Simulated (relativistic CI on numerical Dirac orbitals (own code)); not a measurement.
**Run report: S⁷⁺, relativistic CI calculation**

S⁷⁺. Computed at this level: Dirac-Coulomb-Breit CI, KLI orbitals optimised for each configuration, model QED (radiative potential, 1s self-energy scaled to tabulated hydrogen-like ionisation energies) (relativistic CI on numerical Dirac orbitals, in-house).

**Input**
```
atom S  Z=16  charge=7  electrons=9
nucleus A=32  rms_radius_fm=3.2611
hamiltonian dirac-coulomb  breit=on  qed=on  c_scale=1
orbitals kli  potential=per-configuration
slater_scale 1
correlation none
mixing on
configurations
  [He] 2s2 2p5
  [He] 2s 2p6
  [He] 2s2 2p4 3s
  [He] 2s2 2p4 3p
  [He] 2p6 3s
  [He] 2s2 2p4 3d
  [He] 2p6 3p
  [He] 2s 2p5 3s
  [He] 2p6 3d
  [He] 2s2 2p4 4s
  [He] 2s 2p5 3p
  [He] 2s2 2p4 4p
  [He] 2s2 2p4 4d
  [He] 2s2 2p4 4f
  [He] 2s 2p5 3d
  [He] 2s2 2p3 3s2
end
```

The program writes its results to a structured record and prints no log; tables and figures of this report are taken from that record.

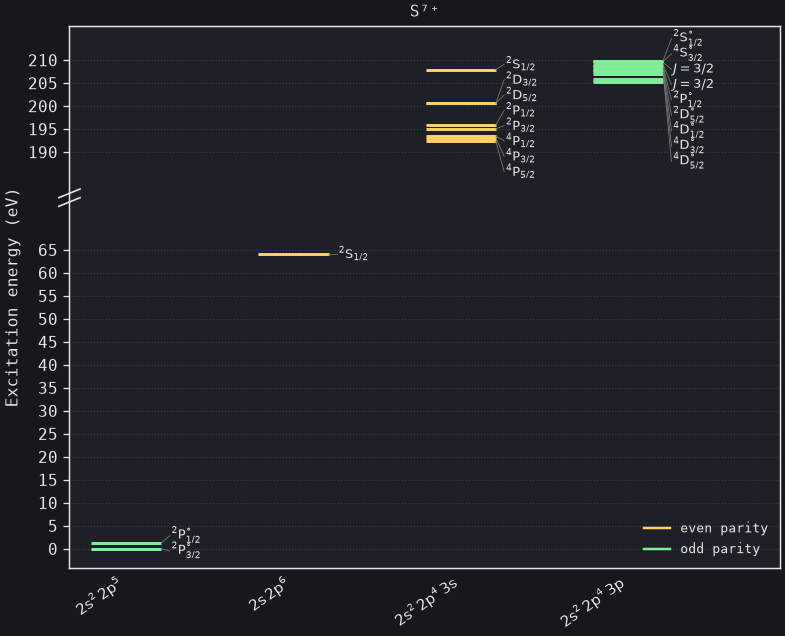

Fig. 1: Level diagram of S⁷⁺. The lowest level is 2s² 2p⁵ ²P°₃/₂. The first excited level, 2s² 2p⁵ ²P°₁/₂, lies at 1.24 eV. The lowest level of opposite parity, 2s 2p⁶ ²S₁/₂, is at 64.1 eV. The levels are close to LS coupling (mean leading weight 90 % in LS and 63 % in jj).

```tsv
Configuration	Level	E (eV)
2s² 2p⁵	²P°₃/₂	0
2s² 2p⁵	²P°₁/₂	1.245
2s 2p⁶	²S₁/₂	64.07
2s² 2p⁴ 3s	⁴P₅/₂	192.3
2s² 2p⁴ 3s	⁴P₃/₂	193.0
2s² 2p⁴ 3s	⁴P₁/₂	193.5
2s² 2p⁴ 3s	²P₃/₂	195.0
2s² 2p⁴ 3s	²P₁/₂	195.9
2s² 2p⁴ 3s	²D₅/₂	200.6
2s² 2p⁴ 3s	²D₃/₂	200.6
2s² 2p⁴ 3p	⁴P°₅/₂	205.2
2s² 2p⁴ 3p	⁴P°₃/₂	205.4
2s² 2p⁴ 3p	⁴P°₁/₂	205.8
2s² 2p⁴ 3p	⁴D°₇/₂	207.0
2s² 2p⁴ 3p	⁴D°₅/₂	207.3
2s² 2p⁴ 3p	⁴D°₃/₂	207.7
2s² 2p⁴ 3s	²S₁/₂	207.9
2s² 2p⁴ 3p	⁴D°₁/₂	207.9
```

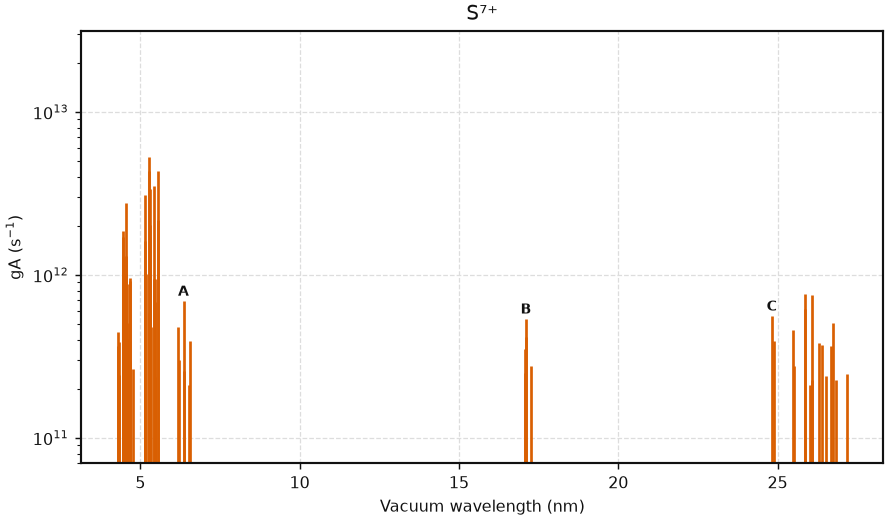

Fig. 2: The stronger electric dipole lines (weighted rates gA) for S VIII (S⁷⁺). A: 2s² 2p⁴ 3s ²P₃/₂ → 2s² 2p⁵ ²P°₃/₂, 6.357 nm, gA = 6.9×10¹¹ s⁻¹; B: 2s 2p⁵ 3d ²F°₇/₂ → 2s² 2p⁴ 3d ²G₉/₂, 17.11 nm, gA = 5.4×10¹¹ s⁻¹; C: 2s² 2p⁴ 4f ²F°₇/₂ → 2s² 2p⁴ 3d ²D₅/₂, 24.82 nm, gA = 5.6×10¹¹ s⁻¹. The strongest lettered line, A, lies in the soft X-ray region.

**Results in brief**

- outcome: converged
- lowest level: 2s² 2p⁵ ²P°₃/₂
- first excited level: 2s² 2p⁵ ²P°₁/₂, 10,040 cm⁻¹
- ionisation energy: 327.158 eV
- levels computed: 205
- SCF iterations: 138
- hardware: 1 CPU thread, shared host

**Notes**

To bear in mind: configurations can be misplaced by up to about 7 % of their energy; only a limited list of configurations is included, so lower levels can be missing; only lines among the lowest 195 of 205 levels are drawn.
